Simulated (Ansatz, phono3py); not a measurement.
# SrCl2 (Fm-3m): thermal conductivity with phono3py

Wanted: the sensitivity of κ of SrCl2 to the choices of the transport step.

What experiment has found for this phase:
- thermal conductivity 2.3 W/m/K near room temperature (given in “Predicting the lattice thermal conductivity of solids by solving the Boltzmann transport equation: AFLOW - AAPL an automated, accurate and efficient framework”, 2017, arXiv:1611.05481)

Method: DFT RPBE, scalar-relativistic, plane waves, PAW; phono3py on Ansatz's force constants, in phono3py 4.10.0.

## 1. Set-up

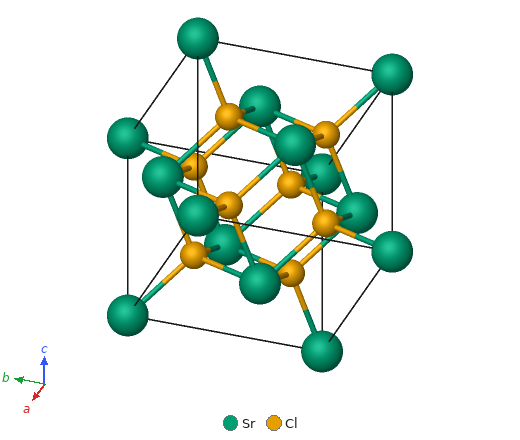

The cell as given, from a free direction (strontium teal, chlorine orange). This picture shows the conventional cell, with its axes. Some periodic images of atoms are drawn too.

Coordinates:

```cif
data_structure
_symmetry_space_group_name_H-M 'P 1'
_symmetry_Int_Tables_number 1
_cell_length_a 5.0781
_cell_length_b 5.0781
_cell_length_c 5.0781
_cell_angle_alpha 60.000
_cell_angle_beta 60.000
_cell_angle_gamma 60.000
_cell_volume 92.59
loop_
_atom_site_label
_atom_site_type_symbol
_atom_site_fract_x
_atom_site_fract_y
_atom_site_fract_z
_atom_site_occupancy
Sr1 Sr 0.00000 0.00000 0.00000 1
Cl2 Cl 0.25000 0.25000 0.25000 1
Cl3 Cl 0.75000 0.75000 0.75000 1
```

## 2. Relaxation-time solution

The base run: each mode relaxes on its own with natural isotopes, and rates are split into normal and umklapp parts.

Contents of phono3py.yaml:

```yaml
phono3py:
  version: "4.10.0"
  frequency_unit_conversion_factor: 15.633302
  symmetry_tolerance: 1.00000e-05

physical_unit:
  atomic_mass: "AMU"
  length: "angstrom"

space_group:
  type: "Fm-3m"
  number: 225
  Hall_symbol: "-F 4 2 3"

primitive_matrix:
- [  1.000000000000000,  0.000000000000000,  0.000000000000000 ]
- [  0.000000000000000,  1.000000000000000,  0.000000000000000 ]
- [  0.000000000000000,  0.000000000000000,  1.000000000000000 ]

supercell_matrix:
- [   2,   0,   0 ]
- [   0,   2,   0 ]
- [   0,   0,   2 ]

# [primitive_cell block left out]
unit_cell:
  lattice:
  - [     0.000000000000000,     3.590749245100000,     3.590749245100000 ] # a
  - [     3.590749245100000,     0.000000000000000,     3.590749245100000 ] # b
  - [     3.590749245100000,     3.590749245100000,     0.000000000000000 ] # c
  points:
  - symbol: Sr # 1
    coordinates: [  0.000000000000000,  0.000000000000000,  0.000000000000000 ]
    mass: 87.620000
    reduced_to: 1
  - symbol: Cl # 2
    coordinates: [  0.250000000000000,  0.250000000000000,  0.250000000000000 ]
    mass: 35.450000
    reduced_to: 2
  - symbol: Cl # 3
    coordinates: [  0.750000000000000,  0.750000000000000,  0.750000000000000 ]
    mass: 35.450000
    reduced_to: 3

# [supercell block left out]
phonon_supercell_matrix:
- [   4,   0,   0 ]
- [   0,   4,   0 ]
- [   0,   0,   4 ]

# [phonon_primitive_cell block left out]
# [phonon_supercell block left out]
nac:
  born_effective_charge:
  - # 1 (Sr)
    - [  2.511765244403419,  0.000000000000000,  0.000000000000000 ]
    - [  0.000000000000000,  2.511765244403419,  0.000000000000000 ]
    - [  0.000000000000000,  0.000000000000000,  2.511765244403419 ]
  - # 2 (Cl)
    - [ -1.255882622201709,  0.000000000000000,  0.000000000000000 ]
    - [  0.000000000000000, -1.255882622201710,  0.000000000000000 ]
    - [  0.000000000000000,  0.000000000000000, -1.255882622201710 ]
  - # 3 (Cl)
    - [ -1.255882622201709,  0.000000000000000,  0.000000000000000 ]
    - [  0.000000000000000, -1.255882622201710,  0.000000000000000 ]
    - [  0.000000000000000,  0.000000000000000, -1.255882622201710 ]
  dielectric_constant:
    - [  2.743242495933130,  0.000000000000000,  0.000000000000000 ]
    - [  0.000000000000000,  2.743242495933130,  0.000000000000000 ]
    - [  0.000000000000000,  0.000000000000000,  2.743242495933130 ]
  unit_conversion_factor: 14.399645
```

Launch:

```sh
phono3py phono3py.yaml --mesh 15 15 15 --br --isotope --nu --ts 50 100 150 200 300 400 500 600 800
```

What it wrote:

```text
Rust backend (phonors) using rayon (4 threads).
Running in phono3py.load mode.
Spglib version 2.8.0
----------------------------- General settings -----------------------------
Run mode: conductivity-RTA
HDF5 data compression filter: gzip
Crystal structure was read from "phono3py.yaml".
Supercell (dim): [2 2 2]
Phonon supercell (dim-fc2): [4 4 4]
Primitive matrix:
  [1. 0. 0.]
  [0. 1. 0.]
  [0. 0. 1.]
Spacegroup: Fm-3m (225)
Use -v option to watch primitive cell, unit cell, and supercell structures.
NAC parameters were read from "phono3py.yaml".
fc3 was read from "fc3.hdf5".
fc2 was read from "fc2.hdf5".
----------------------------- Force constants ------------------------------
Max drift of fc3: -0.00000000 (xzx) -0.00000000 (xzx) -0.00000000 (xxz)
Max drift of fc2: -0.00000000 (zz) -0.00000000 (zz)
--------------------------- Calculation settings ---------------------------
Non-analytical term correction (NAC): True
NAC unit conversion factor:  14.39964
BZ integration: Tetrahedron-method
Temperature:  50.0  100.0  150.0  200.0  300.0 ... 800.0
Cutoff frequency: 0.01
Mesh sampling: [ 15 15 15 ]
Generating grid system ... [ 15 15 15 ]
fc3-r2q-transformation over three atoms: True
--------------------------- Phonon calculations ----------------------------
Use NAC by Gonze et al. (no real space sum in current implementation)
  PRB 50, 13035(R) (1994), PRB 55, 10355 (1997)
  G-cutoff distance: 0.92, Number of G-points: 307, Lambda: 0.16
Running harmonic phonon calculations...
-------------------- Lattice thermal conductivity (RTA) --------------------
Running heat capacity calculations...
Running velocity calculations...
Running isotope scattering calculations with tetrahedron method...
======================= Grid point 0 (1/120) =======================
q-point: ( 0.00  0.00  0.00)
Boundary mean free path (millimeter): 1000.000
Mass variance parameters: 6.10e-05 5.83e-04 5.83e-04
Number of triplets: 120
Frequency     group velocity (x, y, z)     |gv|
  -0.000   (   0.000    0.000    0.000)    0.000
  -0.000   (   0.000    0.000    0.000)    0.000
  -0.000   (   0.000    0.000    0.000)    0.000
   3.209   (   0.000    0.000    0.000)    0.000
   3.209   (   0.000    0.000    0.000)    0.000
   3.209   (   0.000    0.000    0.000)    0.000
   4.769   (   0.000    0.000    0.000)    0.000
   4.769   (   0.000    0.000    0.000)    0.000
   4.769   (   0.000    0.000    0.000)    0.000
======================= Grid point 1 (2/120) =======================
q-point: ( 0.07  0.00  0.00)
Boundary mean free path (millimeter): 1000.000
Mass variance parameters: 6.10e-05 5.83e-04 5.83e-04
Number of triplets: 344
Frequency     group velocity (x, y, z)     |gv|
   0.389   ( -13.795   13.795   13.795)   23.894
   0.389   ( -13.795   13.795   13.795)   23.894
   0.583   ( -20.707   20.707   20.707)   35.865
   3.219   (  -0.677    0.677    0.677)    1.172
   3.219   (  -0.677    0.677    0.677)    1.172
   4.754   (   1.119   -1.119   -1.119)    1.938
   4.754   (   1.119   -1.119   -1.119)    1.938
[...]
[117 grid points left out]
======================= Grid point 802 (120/120) =======================
q-point: (-0.27  0.47  0.20)
Boundary mean free path (millimeter): 1000.000
Mass variance parameters: 6.10e-05 5.83e-04 5.83e-04
Number of triplets: 904
Frequency     group velocity (x, y, z)     |gv|
[...]
1.920   ( -12.710   -7.222    0.000)   14.619
   2.027   (   2.004    0.346   -0.000)    2.034
   2.977   (  -0.742   21.497   -0.000)   21.510
   3.166   (   1.474  -19.849    0.000)   19.904
   3.831   (   0.667   26.884   -0.000)   26.893
   4.090   (  -2.201  -25.459    0.000)   25.554
   5.208   (   2.230    2.267   -0.000)    3.180
   5.548   (   1.183   -1.843    0.000)    2.190
=================== End of collection of collisions ===================
----------- Thermal conductivity (W/m-k) with tetrahedron method -----------
#  T(K)        xx         yy         zz         yz         xz         xy
   50.0       6.434      6.434      6.434     -0.000     -0.000      0.000
  100.0       2.909      2.909      2.909     -0.000     -0.000      0.000
  150.0       1.921      1.921      1.921     -0.000     -0.000      0.000
  200.0       1.438      1.438      1.438     -0.000     -0.000      0.000
  300.0       0.958      0.958      0.958     -0.000     -0.000      0.000
  400.0       0.719      0.719      0.719     -0.000     -0.000      0.000
  500.0       0.575      0.575      0.575     -0.000     -0.000      0.000
  600.0       0.479      0.479      0.479     -0.000     -0.000      0.000
  800.0       0.360      0.360      0.360     -0.000     -0.000      0.000

Thermal conductivity related properties were written into
"kappa-m151515.hdf5".
Summary of calculation was written in "phono3py.yaml".
```

Run time: 11 s. Hardware: 4 threads of Arm Neoverse V1, shared host; peak memory 0.26 GiB.

Numbers from this step:

```
κ at 300 K                                       : 0.9583 W/m/K
κ xx, yy, zz at 300 K                            : 0.9583, 0.9583, 0.9583 W/m/K
normal share of three-phonon scattering at 300 K : 0.45
```

W/m/K. Kappa, by row:

```tsv
T (K)	xx	yy	zz	yz	xz	xy
50	6.434	6.434	6.434	0	0	0
100	2.909	2.909	2.909	0	0	0
150	1.921	1.921	1.921	0	0	0
200	1.438	1.438	1.438	0	0	0
300	0.9583	0.9583	0.9583	0	0	0
400	0.7189	0.7189	0.7189	0	0	0
500	0.5752	0.5752	0.5752	0	0	0
600	0.4795	0.4795	0.4795	0	0	0
800	0.3597	0.3597	0.3597	0	0	0
```

Table of lattice thermal conductivity, xx by temperature:

```tsv
temperature (K)	lattice thermal conductivity, xx (W/m/K)
50	6.43
100	2.91
150	1.92
200	1.44
300	0.958
400	0.719
500	0.575
600	0.479
800	0.360
```

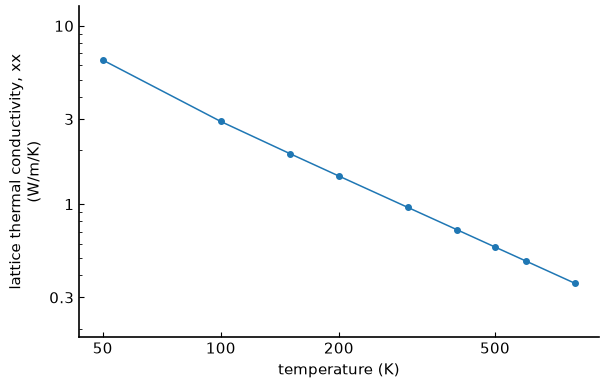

Lattice thermal conductivity, xx, plotted against temperature.

Mean scattering rate at 300 K against frequency:

```tsv
frequency (THz)	normal (1/ps)	umklapp (1/ps)
0.13	-	-
0.39	0.0861	0.0136
0.64	0.163	0.055
0.90	0.271	0.146
1.16	0.383	0.288
1.42	0.61	0.705
1.68	0.565	0.789
1.93	0.561	0.841
2.19	0.664	0.961
2.45	0.655	0.923
2.71	0.898	1.09
2.96	1.14	1.25
3.22	1.16	1.35
3.48	1.2	1.51
3.74	0.978	1.47
3.99	1.06	1.41
4.25	1.1	1.51
4.51	1.37	1.77
4.77	1.5	1.67
5.03	1.24	2
5.28	1.57	2.21
5.54	1.63	2.47
5.80	1.99	2.14
6.06	2.3	0.875
```

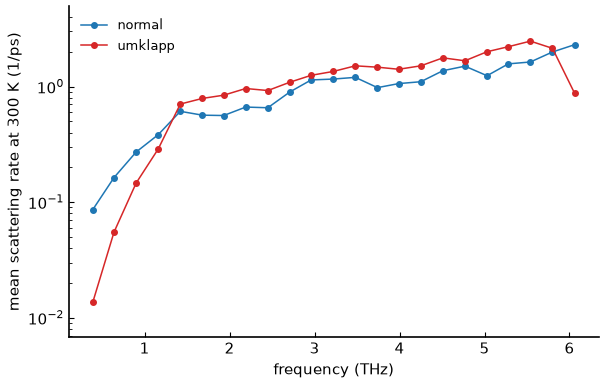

Mean scattering rate at 300 K against frequency.

The base value at 300 K is 0.958 W/(m K).

The lattice thermal conductivity, xx is 0.958 W/m/K at 300 K, going as T^-1.0 above 200 K.

## 3. Two programs, one set of constants

This step: DFT RPBE, scalar-relativistic, plane waves, PAW (Ansatz 0.2.0).

Ansatz's figure includes its coherence part. Comparison, by row:

```tsv
T (K)	Ansatz RTA (W/m/K)	phono3py RTA (W/m/K)	difference (%)
50	6.773	6.434	-5.01
100	3.166	2.909	-8.12
150	2.174	1.921	-11.64
200	1.69	1.438	-14.91
300	1.208	0.9583	-20.67
400	0.9642	0.7189	-25.44
500	0.8159	0.5752	-29.5
600	0.7152	0.4795	-32.96
800	0.5855	0.3597	-38.57
```

## 4. Without isotopes, third order supercell 2×2×2, supercell 4×4×4

Leaving out the isotope term shows how much the natural mass disorder scatters.

This step: DFT RPBE, scalar-relativistic, plane waves, PAW; phono3py on Ansatz's force constants (phono3py 4.10.0).

phono3py.yaml is that of step 2.

Launch:

```sh
phono3py phono3py.yaml --mesh 15 15 15 --br --ts 50 100 150 200 300 400 500 600 800
```

What it wrote:

```text
[banner, memory and clock lines left out]
Rust backend (phonors) using rayon (4 threads).
Running in phono3py.load mode.
Spglib version 2.8.0
----------------------------- General settings -----------------------------
Run mode: conductivity-RTA
HDF5 data compression filter: gzip
Crystal structure was read from "phono3py.yaml".
Supercell (dim): [2 2 2]
Phonon supercell (dim-fc2): [4 4 4]
Primitive matrix:
  [1. 0. 0.]
  [0. 1. 0.]
  [0. 0. 1.]
Spacegroup: Fm-3m (225)
Use -v option to watch primitive cell, unit cell, and supercell structures.
NAC parameters were read from "phono3py.yaml".
fc3 was read from "fc3.hdf5".
fc2 was read from "fc2.hdf5".
----------------------------- Force constants ------------------------------
Max drift of fc3: -0.00000000 (xzx) -0.00000000 (xzx) -0.00000000 (xxz)
Max drift of fc2: -0.00000000 (zz) -0.00000000 (zz)
--------------------------- Calculation settings ---------------------------
Non-analytical term correction (NAC): True
NAC unit conversion factor:  14.39964
BZ integration: Tetrahedron-method
Temperature:  50.0  100.0  150.0  200.0  300.0 ... 800.0
Cutoff frequency: 0.01
Mesh sampling: [ 15 15 15 ]
Generating grid system ... [ 15 15 15 ]
fc3-r2q-transformation over three atoms: True
--------------------------- Phonon calculations ----------------------------
  PRB 50, 13035(R) (1994), PRB 55, 10355 (1997)
  G-cutoff distance: 0.92, Number of G-points: 307, Lambda: 0.16
Running harmonic phonon calculations...
-------------------- Lattice thermal conductivity (RTA) --------------------
Running heat capacity calculations...
Running velocity calculations...
======================= Grid point 0 (1/120) =======================
q-point: ( 0.00  0.00  0.00)
Boundary mean free path (millimeter): 1000.000
Number of triplets: 120
Frequency     group velocity (x, y, z)     |gv|
  -0.000   (   0.000    0.000    0.000)    0.000
  -0.000   (   0.000    0.000    0.000)    0.000
  -0.000   (   0.000    0.000    0.000)    0.000
   3.209   (   0.000    0.000    0.000)    0.000
   3.209   (   0.000    0.000    0.000)    0.000
   3.209   (   0.000    0.000    0.000)    0.000
   4.769   (   0.000    0.000    0.000)    0.000
   4.769   (   0.000    0.000    0.000)    0.000
   4.769   (   0.000    0.000    0.000)    0.000
======================= Grid point 1 (2/120) =======================
q-point: ( 0.07  0.00  0.00)
Boundary mean free path (millimeter): 1000.000
Number of triplets: 344
Frequency     group velocity (x, y, z)     |gv|
   0.389   ( -13.795   13.795   13.795)   23.894
   0.389   ( -13.795   13.795   13.795)   23.894
   0.583   ( -20.707   20.707   20.707)   35.865
   3.219   (  -0.677    0.677    0.677)    1.172
   3.219   (  -0.677    0.677    0.677)    1.172
   4.754   (   1.119   -1.119   -1.119)    1.938
   4.754   (   1.119   -1.119   -1.119)    1.938
[...]
[117 grid points left out]
======================= Grid point 802 (120/120) =======================
q-point: (-0.27  0.47  0.20)
Boundary mean free path (millimeter): 1000.000
Number of triplets: 904
Frequency     group velocity (x, y, z)     |gv|
[...]
1.920   ( -12.710   -7.222    0.000)   14.619
   2.027   (   2.004    0.346   -0.000)    2.034
   2.977   (  -0.742   21.497   -0.000)   21.510
   3.166   (   1.474  -19.849    0.000)   19.904
   3.831   (   0.667   26.884   -0.000)   26.893
   4.090   (  -2.201  -25.459    0.000)   25.554
   5.208   (   2.230    2.267   -0.000)    3.180
   5.548   (   1.183   -1.843    0.000)    2.190
=================== End of collection of collisions ===================
----------- Thermal conductivity (W/m-k) with tetrahedron method -----------
#  T(K)        xx         yy         zz         yz         xz         xy
   50.0       6.543      6.543      6.543     -0.000     -0.000      0.000
  100.0       2.935      2.935      2.935     -0.000     -0.000      0.000
  150.0       1.933      1.933      1.933     -0.000     -0.000      0.000
  200.0       1.445      1.445      1.445     -0.000     -0.000      0.000
  300.0       0.962      0.962      0.962     -0.000     -0.000      0.000
  400.0       0.721      0.721      0.721     -0.000     -0.000      0.000
  500.0       0.577      0.577      0.577     -0.000     -0.000      0.000
  600.0       0.481      0.481      0.481     -0.000     -0.000      0.000
  800.0       0.360      0.360      0.360     -0.000     -0.000      0.000

Thermal conductivity related properties were written into
"kappa-m151515.hdf5".
Summary of calculation was written in "phono3py.yaml".
```

Run time: 8.6 s. Hardware: 4 threads; peak memory 0.26 GiB; 29 s of CPU time.

Numbers from this step:

```yaml
kappa_at_300_k: 0.962 W/m/K
kappa_xx_yy_zz_at_300_k: 0.962, 0.962, 0.962 W/m/K
```

W/m/K. Kappa, by row:

```tsv
T (K)	xx	yy	zz	yz	xz	xy
50	6.543	6.543	6.543	0	0	0
100	2.935	2.935	2.935	0	0	0
150	1.933	1.933	1.933	0	0	0
200	1.445	1.445	1.445	0	0	0
300	0.962	0.962	0.962	0	0	0
400	0.7211	0.7211	0.7211	0	0	0
500	0.5768	0.5768	0.5768	0	0	0
600	0.4806	0.4806	0.4806	0	0	0
800	0.3604	0.3604	0.3604	0	0	0
```

κ at 300 K goes from 0.958 in the base run to 0.962 W/(m K).

## 5. Another q-mesh, third order supercell 2×2×2, supercell 4×4×4

The q-mesh of the transport sums changes, with the same scattering terms.

phono3py.yaml is that of step 4.

Launch:

```sh
phono3py phono3py.yaml --mesh 3 3 3 --br --isotope --ts 100 300 600
```

What it wrote:

```text
[banner, memory and clock lines left out]
Rust backend (phonors) using rayon (4 threads).
Running in phono3py.load mode.
Spglib version 2.8.0
----------------------------- General settings -----------------------------
Run mode: conductivity-RTA
HDF5 data compression filter: gzip
Crystal structure was read from "phono3py.yaml".
Supercell (dim): [2 2 2]
Phonon supercell (dim-fc2): [4 4 4]
Primitive matrix:
  [1. 0. 0.]
  [0. 1. 0.]
  [0. 0. 1.]
Spacegroup: Fm-3m (225)
Use -v option to watch primitive cell, unit cell, and supercell structures.
NAC parameters were read from "phono3py.yaml".
fc3 was read from "fc3.hdf5".
fc2 was read from "fc2.hdf5".
----------------------------- Force constants ------------------------------
Max drift of fc3: -0.00000000 (xzx) -0.00000000 (xzx) -0.00000000 (xxz)
Max drift of fc2: -0.00000000 (zz) -0.00000000 (zz)
--------------------------- Calculation settings ---------------------------
Non-analytical term correction (NAC): True
NAC unit conversion factor:  14.39964
BZ integration: Tetrahedron-method
Temperature:  100.0  300.0  600.0
Cutoff frequency: 0.01
Mesh sampling: [ 3 3 3 ]
Generating grid system ... [ 3 3 3 ]
fc3-r2q-transformation over three atoms: True
--------------------------- Phonon calculations ----------------------------
  PRB 50, 13035(R) (1994), PRB 55, 10355 (1997)
  G-cutoff distance: 0.92, Number of G-points: 307, Lambda: 0.16
Running harmonic phonon calculations...
-------------------- Lattice thermal conductivity (RTA) --------------------
Running heat capacity calculations...
Running velocity calculations...
Running isotope scattering calculations with tetrahedron method...
======================= Grid point 0 (1/4) =======================
q-point: ( 0.00  0.00  0.00)
Boundary mean free path (millimeter): 1000.000
Mass variance parameters: 6.10e-05 5.83e-04 5.83e-04
Number of triplets: 4
Frequency     group velocity (x, y, z)     |gv|
  -0.000   (   0.000    0.000    0.000)    0.000
  -0.000   (   0.000    0.000    0.000)    0.000
  -0.000   (   0.000    0.000    0.000)    0.000
   3.209   (   0.000    0.000    0.000)    0.000
   3.209   (   0.000    0.000    0.000)    0.000
   3.209   (   0.000    0.000    0.000)    0.000
   4.769   (   0.000    0.000    0.000)    0.000
   4.769   (   0.000    0.000    0.000)    0.000
   4.769   (   0.000    0.000    0.000)    0.000
======================= Grid point 1 (2/4) =======================
q-point: ( 0.33  0.00  0.00)
Boundary mean free path (millimeter): 1000.000
Mass variance parameters: 6.10e-05 5.83e-04 5.83e-04
Number of triplets: 6
Frequency     group velocity (x, y, z)     |gv|
   1.586   (  -5.933    5.933    5.933)   10.277
   1.586   (  -5.933    5.933    5.933)   10.277
   2.573   ( -13.607   13.607   13.607)   23.568
   3.512   (  -5.157    5.157    5.157)    8.932
   3.512   (  -5.157    5.157    5.157)    8.932
   4.385   (   5.281   -5.281   -5.281)    9.146
   4.385   (   5.281   -5.281   -5.281)    9.146
[...]
======================= Grid point 4 (3/4) =======================
q-point: ( 0.33  0.33  0.00)
Boundary mean free path (millimeter): 1000.000
Mass variance parameters: 6.10e-05 5.83e-04 5.83e-04
Number of triplets: 6
Frequency     group velocity (x, y, z)     |gv|
[...]
======================= Grid point 5 (4/4) =======================
q-point: (-0.33  0.33  0.00)
Boundary mean free path (millimeter): 1000.000
Mass variance parameters: 6.10e-05 5.83e-04 5.83e-04
Number of triplets: 8
Frequency     group velocity (x, y, z)     |gv|
[...]
1.904   (   1.609   -1.609    0.000)    2.275
   2.848   (  -8.591    8.591   -0.000)   12.150
   2.983   (  -5.427    5.427   -0.000)    7.675
   3.122   ( -14.861   14.861   -0.000)   21.017
   3.409   (   2.749   -2.749    0.000)    3.888
   4.558   (   8.423   -8.423    0.000)   11.913
   4.909   (  -0.102    0.102   -0.000)    0.144
   5.512   (   4.072   -4.072    0.000)    5.759
=================== End of collection of collisions ===================
----------- Thermal conductivity (W/m-k) with tetrahedron method -----------
#  T(K)        xx         yy         zz         yz         xz         xy
  100.0       1.459      1.459      1.459     -0.000     -0.000      0.000
  300.0       0.518      0.518      0.518     -0.000     -0.000      0.000
  600.0       0.261      0.261      0.261     -0.000     -0.000      0.000

Thermal conductivity related properties were written into
"kappa-m333.hdf5".
Summary of calculation was written in "phono3py.yaml".
```

Run time: 1.1 s. Hardware: 4 threads; peak memory 0.26 GiB.

This step gave:

- κ at 300 K: 0.5176 W/m/K
- κ xx, yy, zz at 300 K: 0.5176, 0.5176, 0.5176 W/m/K

W/m/K. Kappa, by row:

```tsv
T (K)	xx	yy	zz	yz	xz	xy
100	1.459	1.459	1.459	0	0	0
300	0.5176	0.5176	0.5176	0	0	0
600	0.2608	0.2608	0.2608	0	0	0
```

This mesh is too coarse for the transport sums: κ at 300 K comes out at 0.518 against 0.958 W/(m K) in the base run.

[end of part 1 of 5]

[Logs are printed without paths, hosts, clocks, repeated set-up lines and the standing remarks that a program may print on its own settings, such as how far it seeks lower states.]

[Hosts, paths, dates, database ids (printed as entryN), source tags and the programs' standing remarks are cut or masked in the printed files.]

[A step with changed settings may run another functional than the one named; its input shows which.]
